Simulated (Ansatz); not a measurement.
# H₆N₃Si (charge +1): what the fields show

```xyz
10

N    -2.1009    0.4551    1.4008
N     0.3256   -0.6495    0.3249
N    -0.2941    2.1281   -0.0832
Si   -0.6898    0.6446    0.5475
H    -2.8929    1.0845    1.3219
H    -2.2626   -0.3023    2.0563
H     0.0274   -1.6163    0.4024
H     1.3101   -0.5573    0.0971
H     0.3617    2.2562   -0.8469
H    -0.6824    3.0028    0.2542
```

Geometry: B3LYP/6-31G*.

The calculation used Ansatz 0.2.0, isolated molecule in a Gaussian basis; Kohn-Sham density functional theory, functional PBE0.

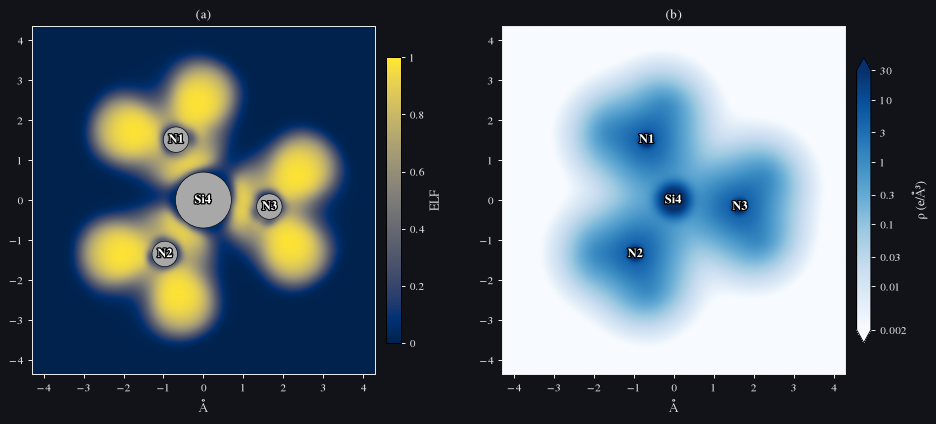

Figure 1. (a) electron localisation function; (b) electron density on the plane of atoms N2, Si4 and N3. Grey discs cover the atomic cores in the ELF map.

Question: What does the map show?

Answer:
- Atoms in the plane: N and Si.
- Si–N (1.66 Å): the density is about 1.3 e/Å³ at the midpoint; the ELF peaks at about 0.90 between the atoms, as expected for a polar covalent bond.

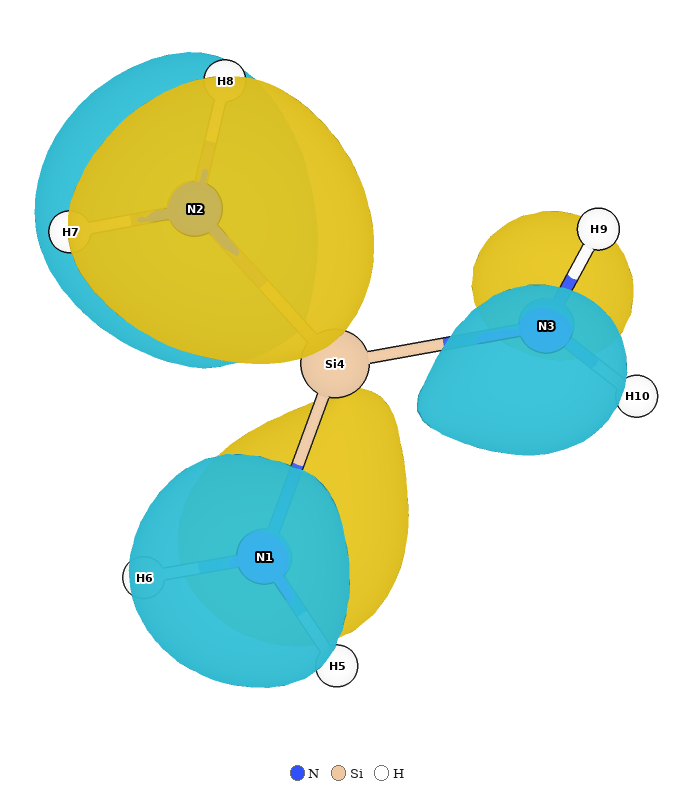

Figure 2. The HOMO at ±0.1 Å⁻³ᐟ² (yellow and cyan are the two phases), seen at an oblique angle.

Question: What is the character of this orbital?

Answer: It lies mainly on N2 (about 50 %), N1 (about 20 %) and N3 (about 10 %); largely a combination of lone pairs on N2, N1 and N3. It is one of a degenerate set, so its orientation is arbitrary. Its energy is −13.51 eV.

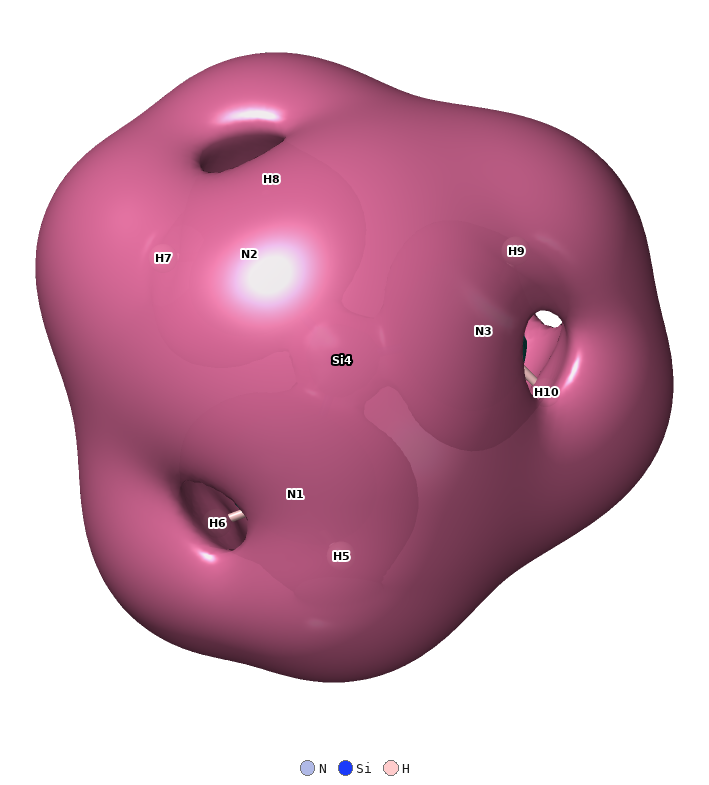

Figure 3. The LUMO at ±0.04 Å⁻³ᐟ² (teal and pink are the two phases), seen at a tilt.

Question: Where does this orbital lie, and at what energy?

Answer: By Hirshfeld shares it lies mainly on Si4 (about 45 %), N1 (about 10 %), N2 (about 10 %) and N3 (about 10 %). Its energy is −5.40 eV.
